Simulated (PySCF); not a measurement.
```xyz
19

F    -1.6307   -2.8328   -0.3550
C    -1.9659   -1.5440   -0.0296
C    -0.7490   -0.6833   -0.0176
C     0.5342   -1.1009   -0.2673
N     1.3929   -0.0229   -0.1636
Si    3.1400   -0.0500   -0.4985
C     0.6506    1.0875    0.1481
C    -0.6712    0.7191    0.2475
C    -1.8025    1.6162    0.5898
F    -1.4005    2.8786    0.7594
F    -2.7446    1.6184   -0.3664
F    -2.4225    1.2359    1.7191
H    -2.4559   -1.5417    0.9598
H    -2.6994   -1.1696   -0.7648
H     0.8916   -2.0999   -0.5070
H     3.3816   -0.2062   -1.9601
H     3.7383   -1.1973    0.2365
H     3.6661    1.2525   -0.0113
H     1.1061    2.0662    0.2826
```

Geometry: PBE0-D3(BJ)/def2-SVP.

Method: PBE0/pcSseg-1, SCF density, gas phase, non-relativistic (PySCF 2.14.0).

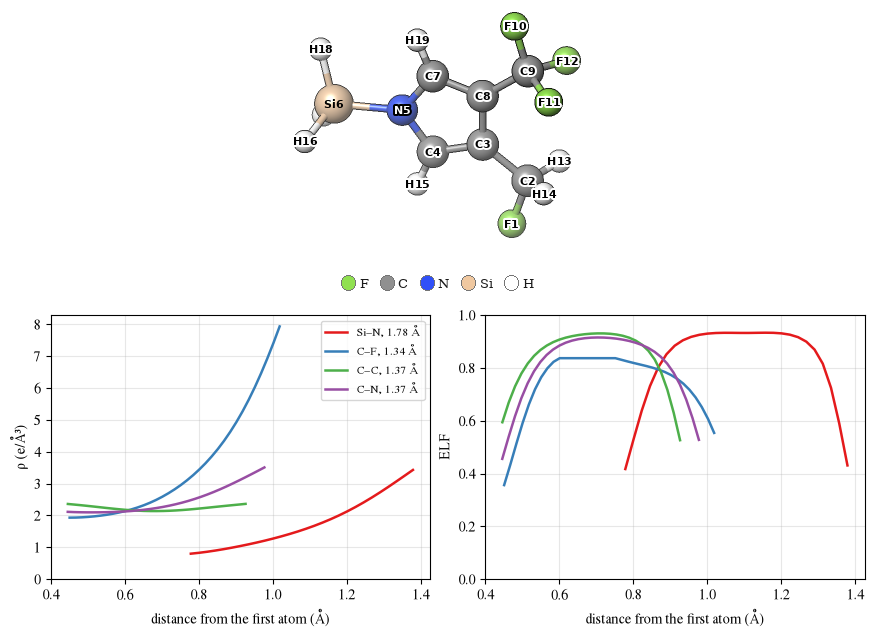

C6H7F4NSi (SMILES FCc1cn([SiH3])cc1C(F)(F)F). Total electron density and electron localisation function along straight lines between neighbouring atoms. The curves leave out the atomic cores. The structure is drawn too.

What kind of bonding do the profiles show?

Si–N (1.78 Å): the density is about 0.99 e/Å³ at the midpoint; the ELF peaks at about 0.95 between the atoms; a shared but strongly polarised pair.
C–F (1.34 Å): ρ at the midpoint is about 2.4 e/Å³; the ELF peaks at about 0.85 between the atoms; a polar covalent bond.
C–C (1.37 Å): the density is about 2.1 e/Å³ at the midpoint; the ELF peaks at about 0.95 between the atoms, as expected for a covalent bond.
C–N (1.37 Å): ρ at the midpoint is about 2.2 e/Å³; the ELF peaks at about 0.90 between the atoms: a covalent bond.
